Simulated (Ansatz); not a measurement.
Cost and result by functional for the adsorption energy of CO on the 1x1 (10-10) surface of wurtzite AlN (cut with top plane Al + N), one in a 2x1 cell, started at the site 'top N', in Ansatz (plane waves, PAW). Single points on the PBE structure, on one kind of machine; costs are rough ratios of the slab run's core time (references not counted) to the cheapest single point. r2SCAN's cost holds its higher cutoff (500 against 420 eV). Differences are taken against HSE06 for comparison alone: no measured value is at hand, so the table doesn't rank accuracy. HSE06 ran on a coarser k-mesh, which lowers its cost and may carry part of its shift.

Host crystal: wurtzite AlN, with a band gap (PBE, scalar-relativistic without spin-orbit coupling).

Model: 34-atom slab, 8.9 Å thick at the start under the adsorbate (thin: gaps and levels are the slab's own), 3x4x1 mesh, Fermi-Dirac 0.01 eV, dipole correction, 16 atoms held, the rest relaxed; start symmetry kept, larger cells not searched; no spin, no spin-orbit, no U, no dispersion correction. At the end it is bonded to Al. In PBE it is, or lies within 0.03 eV of, the lowest of the starts that converged. These notes are the PBE run's. Adsorption energies are against CO(g). A negative adsorption energy means that the adsorbate is more stable on the surface than in its reference.

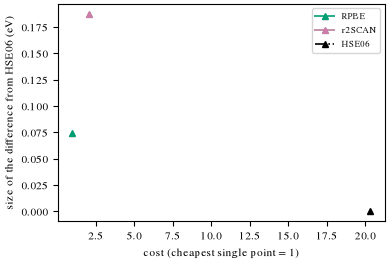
Figure: Difference from HSE06 against cost

| functional | relative cost | adsorption energy (eV) | less HSE06 (eV) |
|---|---|---|---|
| RPBE | 1 | -0.50 | 0.07 |
| r2SCAN | 2 | -0.76 | -0.19 |
| HSE06 | 20 | -0.58 | 0.00 |
| PBE (the relaxed run's value) | – | -0.72 | -0.15 |

The values span 0.26 eV, while the single points' costs differ by a factor of roughly 20. Differences are of unrounded values.

Ansatz is an electronic-structure program.
